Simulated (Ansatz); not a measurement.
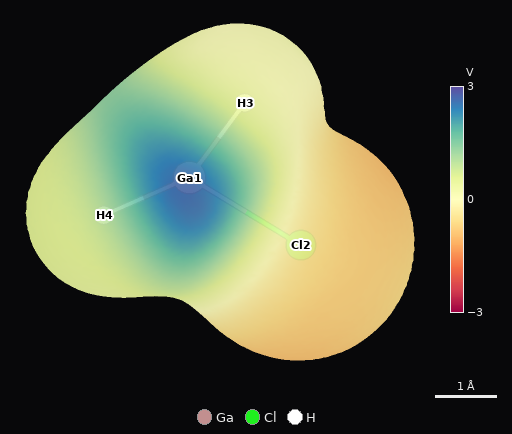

Figure 1: ClGaH2. The electrostatic potential painted on the density surface at 0.002 e/bohr³, seen at a tilt; the colour scale runs from red (negative) to blue (positive).

Not at a stationary point (largest force 1.1 eV/Å).

All numbers below come from Ansatz 0.2.0, RKS PBE-D4/def2-SVP.

Input

```
crystal:
  periodic: [false, false, false]
  atoms:
    - { symbol: Ga, position_ang: [0.0, 0.0, 0.0] }
    - { symbol: Cl, position_ang: [1.5475, 0.0, 1.8865] }
    - { symbol: H, position_ang: [1.7697, 0.0, 0.0287] }
    - { symbol: H, position_ang: [-1.3596, 0.0, -0.785] }
basis:
  gaussian: { orbitals: def2-SVP }
hamiltonian:
  xc: pbe
  dispersion: d4
relax:
  f_tol: 0.15
  max_steps: 25
  restrain:
    - { distance: [1, 2], at: 2.57, k: 30.0 }
    - { distance: [0, 1], at: 2.24, k: 30.0 }
    - { distance: [0, 2], at: 1.57, k: 30.0 }
output:
  orbitals: {}
```

Command:

```sh
ansatz run input.yaml --threads 1 --pin off --max-ram 2048MiB --backend cpu --events-out ev --progress --plain --runs-dir out
```

The fields are those of the run's last geometry, not of the input's.

**Describe the electrostatic potential map.**

The most negative region (about −0.9 V) lies over Cl2, the most positive (about +2.6 V) over Ga1.
